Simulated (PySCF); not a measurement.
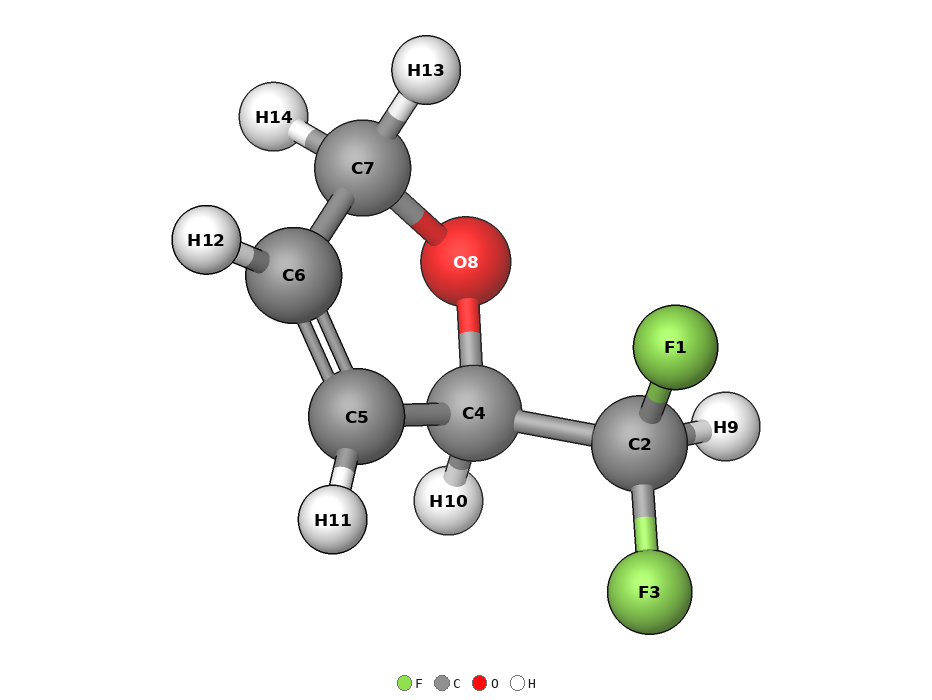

The computed structure is the end point of a PBE0-D3(BJ)/def2-SVP optimisation. No frequency run is at hand to confirm it as a minimum. Method: TDDFT ωB97X-D/def2-SVPD, vertical, gas phase, core orbitals frozen in the response (PySCF 2.14.0), and the same with a continuum solvent (IEF-PCM, Bondi radii x 1.2, gas-phase geometry).

How do dipole (D), HOMO–LUMO gap (eV), lowest singlet (eV) change in benzene (ε = 2.3), acetone (ε = 20.5)?

| medium | dipole (D) | HOMO–LUMO gap (eV) | lowest singlet (eV) |
| --- | --- | --- | --- |
| gas phase | 1.84 | 10.80 | 6.43 |
| benzene | 2.02 | 10.82 | 6.41 |
| acetone | 2.22 | 10.85 | 6.46 |
